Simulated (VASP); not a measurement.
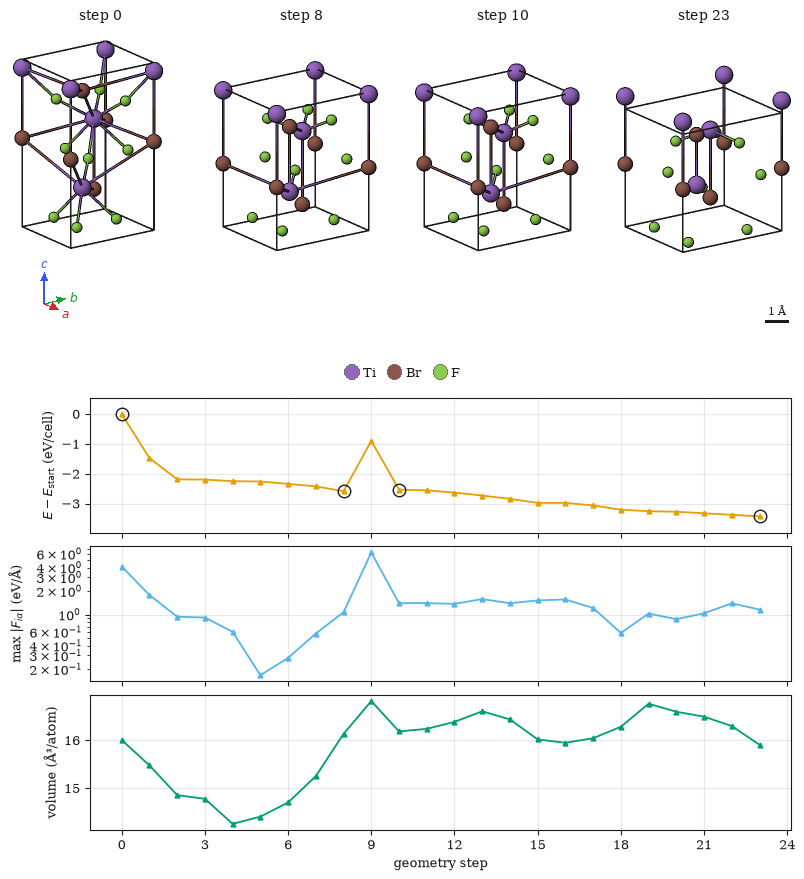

Frames of a relaxation of a crystal of TiBrF₃ (a generated structure, set up in R3m), marked on the history of the run. The picture is a ball-and-stick view of the conventional cell (3 times the calculation's cell), seen slightly off an axis. Lengths and directions refer to the drawn axes.

The run lets cell and atoms move.

These are results of Kohn-Sham DFT of a periodic cell, PBE, VASP PAW PBE potentials, recommended (VASP 6.6.1), not measurements.

The input:
```
PREC = Normal ; ENCUT = 520
EDIFF = 1E-4 ; ISMEAR = 0
SIGMA = 0.15 ; LREAL = False
LASPH = True ; NELM = 60
ALGO = Fast ; ISIF = 3
LWAVE = False ; LCHARG = False
GGA = PE ; IBRION = 2
NSW = 24 ; EDIFFG = -0.08
```

Launched with:
```bash
cat potpaw_PBE.64/Ti_sv/POTCAR potpaw_PBE.64/Br/POTCAR potpaw_PBE.64/F/POTCAR > POTCAR
mpirun -np 1 vasp_std > vasp.out
```

### What happens along the run?

The relaxation stopped without meeting its thresholds, so the last structure isn't shown to be converged. The atom that moves furthest relative to the cell is the Ti atom (0.84 Å along +c). By element the largest moves are Ti 0.84 Å, F 0.56 Å, Br 0.01 Å. Cell: a = b 6.013 → 7.142 Å (+18.8 %), c 7.667 → 5.401 Å (−29.6 %). Volume −0.6 %. Some distances before and after: Br–Ti 4.435 → 2.298 Å, F–Ti 2.260 → 3.295 Å, Br–Ti 3.537 → 4.325 Å, F–Ti 2.084 → 1.728 Å. New bonds form, among them: Br–Ti (4.43 → 2.30 Å). Bonds break, among them: F–Ti (2.26 → 3.30 Å). Bond angles that change, for instance: Br–Ti–F 119.0° → 76.3°, F–Ti–F 98.5° → 114.6°. The space group stays R3m (No. 160). After 23 geometry steps the energy has fallen by 3.426 eV per cell of the calculation. Largest force component: 4.1 eV/Å at the start, 1.2 eV/Å at the end. Pressure: −2.30 GPa at the start and 10.15 GPa at the end. From step 0 to 8: the Br atom moves most (0.46 Å), volume +0.8 %, energy −2.585 eV per cell of the calculation. From step 8 to 10: the Ti atom moves most (0.05 Å), volume +0.3 %, energy +55.6 meV per cell of the calculation. From step 10 to 23: the Ti atom moves most (0.69 Å), volume −1.7 %, energy −0.897 eV per cell of the calculation.

```csv
step,"E − E(0), meV/atom","largest force component, eV/Å","pressure, GPa","volume, Å³/atom"
0,0.00,4.1261,-2.30,16.006
1,-294.21,1.7795,-4.84,15.476
2,-436.99,0.9409,-2.61,14.855
3,-438.75,0.9173,-1.91,14.778
4,-449.22,0.6024,5.07,14.256
5,-451.68,0.1675,3.12,14.406
6,-467.63,0.2790,2.57,14.702
7,-483.95,0.5730,0.84,15.252
8,-516.91,1.0742,-2.33,16.134
9,-179.61,6.2427,-7.12,16.818
10,-505.79,1.3993,-4.68,16.186
11,-510.98,1.4045,-4.61,16.239
12,-526.01,1.3738,-4.89,16.385
13,-545.67,1.5813,-5.53,16.606
14,-567.79,1.3989,-3.55,16.437
15,-594.80,1.5190,2.77,16.018
16,-595.24,1.5633,3.64,15.948
17,-611.68,1.2146,3.15,16.043
18,-640.54,0.5823,1.43,16.283
19,-650.60,1.0320,-3.36,16.764
20,-654.20,0.8738,-1.71,16.596
21,-664.52,1.0401,0.76,16.494
22,-674.66,1.3943,5.05,16.297
23,-685.26,1.1595,10.15,15.907
```
